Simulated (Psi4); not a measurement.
# UPBE/aug-cc-pVDZ (sweep point 6) run of BHBr (SMILES [BH]Br)

Aim: the vertical doublet–quartet gap of BHBr at UPBE/aug-cc-pVDZ (sweep point 6), from 2 runs. 

Program for the calculation: Psi4 1.11.

4 further runs of the same task are left out: 4 set aside as unsound or not needed.

**1. The structure to begin with**

The species is BHBr (3 atoms), meant as a doublet with charge 0. As SMILES, `[BH]Br`. The shape is that of a PBE0-D4/def2-TZVP optimisation.

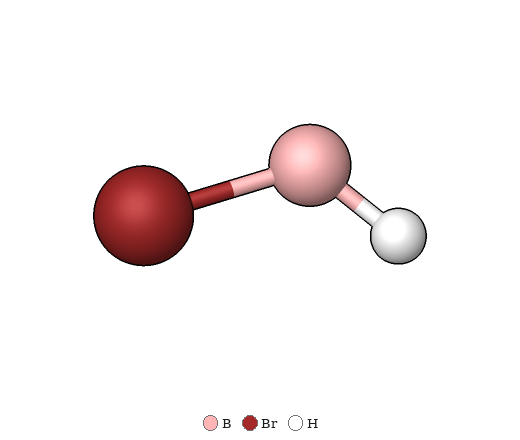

The structure, seen from a chosen angle (boron pink, bromine red, hydrogen white).

**2. The energy at UPBE/aug-cc-pVDZ (sweep point 6)**

The input, input.in:

```
memory 1.6 GB

molecule {
  0 2
  B     -0.17857912    -0.98832676    -0.21864131
  Br     2.23176655     1.06429375     1.34132760
  H     -2.07378545    -0.19842124    -1.14763068
  units au
  symmetry c1
}

set globals {
  basis                aug-cc-pVDZ
  reference            uks
  puream               true
  scf_type             pk
  dft_radial_points    99
  dft_spherical_points 590
  maxiter              150
}

energy_value, wavefunction = energy('pbe', return_wfn=True)
```

Launch:

```bash
$ psi4 input.in input.out -n 1
```

input.out, cut to the lines that bear on the results:

```text
[...]
  Running in c1 symmetry.
[...]
  Nuclear repulsion =   58.623728489698934
[...]
  Multiplicity = 2
[...]
  Nalpha       = 21
  Nbeta        = 20
[...]
    Number of basis functions: 68
[...]
   @UKS iter   1: -2598.90280278782757   -1.36270e+00   9.90836e-03 ADIIS/DIIS
[...]
   @UKS iter   9: -2599.08843413624163   -2.55513e-08   3.86577e-07 DIIS
[...]
   @S^2 Observed:                7.529467706E-01
[...]
    Orbital Energies [Eh]
    ---------------------
    Alpha Occupied:
       1A   -481.059870     2A    -61.870506     3A    -55.784497
       4A    -55.783154     5A    -55.782236     6A     -8.456780
       7A     -6.594340     8A     -6.330317     9A     -6.325299
      10A     -6.321976    11A     -2.529971    12A     -2.528776
      13A     -2.526385    14A     -2.522577    15A     -2.522317
      16A     -0.750780    17A     -0.460379    18A     -0.363098
      19A     -0.311538    20A     -0.303047    21A     -0.180537
    Alpha Virtual:
      22A     -0.120513    23A     -0.009947    24A     -0.000670
      25A      0.019189    26A      0.025385    27A      0.039661
[...]
  @UKS Final Energy: -2599.08843413624163
   => Energetics <=
    Nuclear Repulsion Energy =             58.6237284896989337
    One-Electron Energy =               -3730.4921743590111873
    Two-Electron Energy =                1168.0001096427140510
    DFT Exchange-Correlation Energy =     -95.2200979096434708
    Empirical Dispersion Energy =           0.0000000000000000
    VV10 Nonlocal Energy =                  0.0000000000000000
    Total Energy =                      -2599.0884341362416308
[...]
 Multipole Moments:
 ------------------------------------------------------------------------------------
     Multipole            Electronic (a.u.)      Nuclear  (a.u.)        Total (a.u.)
 ------------------------------------------------------------------------------------
 L = 1.  Multiply by 2.5417464519 to convert [e a0] to [Debye]
 Dipole X            :          2.7721691           -2.8160972           -0.0439281
 Dipole Y            :          0.9770677           -0.7678435            0.2092242
 Dipole Z            :          0.0000000            0.0000000            0.0000000
 Magnitude           :                                                    0.2137860
[...]
```

It took 22 s on 1 thread of Intel Xeon Platinum 8175M at 2.50GHz (Skylake/Cascade Lake), shared host; peak memory 0.77 GiB.

**3. The quartet**

The input, bbrh.inp:

```
memory 1.6 GB

molecule system {
  0 4
  B     -0.17857912    -0.98832676    -0.21864131
  Br     2.23176655     1.06429375     1.34132760
  H     -2.07378545    -0.19842124    -1.14763068
  units au
  symmetry c1
}

set {
  reference uks
  puream true
  scf_type pk
  dft_radial_points 99
  dft_spherical_points 590
  maxiter 150
}

E = energy("pbe/aug-cc-pVDZ")
```

Launch:

```bash
$ psi4 bbrh.inp bbrh.out -n 1
```

bbrh.out, cut to the lines that bear on the results:

```text
[...]
  Running in c1 symmetry.
[...]
  Nuclear repulsion =   58.623728489698934
[...]
  Multiplicity = 4
[...]
  Nalpha       = 22
  Nbeta        = 19
[...]
    Number of basis functions: 68
[...]
   @UKS iter   1: -2598.63632761725739   -1.09622e+00   1.03480e-02 ADIIS/DIIS
[...]
   @UKS iter  12: -2598.90870469222364   -9.48103e-09   1.64439e-07 DIIS
[...]
   @S^2 Observed:                3.752881583E+00
[...]
    Orbital Energies [Eh]
    ---------------------
    Alpha Occupied:
       1A   -481.123669     2A    -61.932518     3A    -55.849163
       4A    -55.845025     5A    -55.843256     6A     -8.518690
       7A     -6.537950     8A     -6.397652     9A     -6.386251
      10A     -6.379693    11A     -2.595938    12A     -2.594407
      13A     -2.589282    14A     -2.580708    15A     -2.580393
      16A     -0.803835    17A     -0.481238    18A     -0.387577
      19A     -0.366617    20A     -0.344583    21A     -0.173133
      22A     -0.124394
    Alpha Virtual:
      23A     -0.024466    24A     -0.006643    25A      0.013744
[...]
  @UKS Final Energy: -2598.90870469222364
   => Energetics <=
    Nuclear Repulsion Energy =             58.6237284896989337
    One-Electron Energy =               -3728.5043958115538771
    Two-Electron Energy =                1166.1812724761111895
    DFT Exchange-Correlation Energy =     -95.2093098464798686
    Empirical Dispersion Energy =           0.0000000000000000
    VV10 Nonlocal Energy =                  0.0000000000000000
    Total Energy =                      -2598.9087046922236368
[...]
 Multipole Moments:
 ------------------------------------------------------------------------------------
     Multipole            Electronic (a.u.)      Nuclear  (a.u.)        Total (a.u.)
 ------------------------------------------------------------------------------------
 L = 1.  Multiply by 2.5417464519 to convert [e a0] to [Debye]
 Dipole X            :          3.4098233           -2.8160972            0.5937260
 Dipole Y            :          1.4540447           -0.7678435            0.6862012
 Dipole Z            :          0.0000000            0.0000000            0.0000000
 Magnitude           :                                                    0.9074044
[...]
```

It took 29 s on 1 thread of Intel Xeon Platinum 8175M at 2.50GHz (Skylake/Cascade Lake), shared host; peak memory 0.77 GiB.

**4. Outcome**

At UPBE/aug-cc-pVDZ (sweep point 6):

| quantity | value |
| --- | --- |
| doublet: total energy | -2599.08843 Eh |
| doublet: dipole moment | 0.54 D |
| doublet: HOMO energy (highest over α and β) | -4.91 eV |
| doublet: LUMO energy (lowest over α and β) | -3.28 eV |
| doublet: ⟨S²⟩ | 0.753 |
| quartet: total energy | -2598.90870 Eh |
| quartet: dipole moment | 2.31 D |
| quartet: HOMO energy (highest over α and β) | -3.38 eV |
| quartet: ⟨S²⟩ | 3.753 |
| vertical energy of the quartet above the doublet | 4.891 eV |

**Reading.** At this shape the quartet lies 4.89 eV (472 kJ/mol) above the doublet.
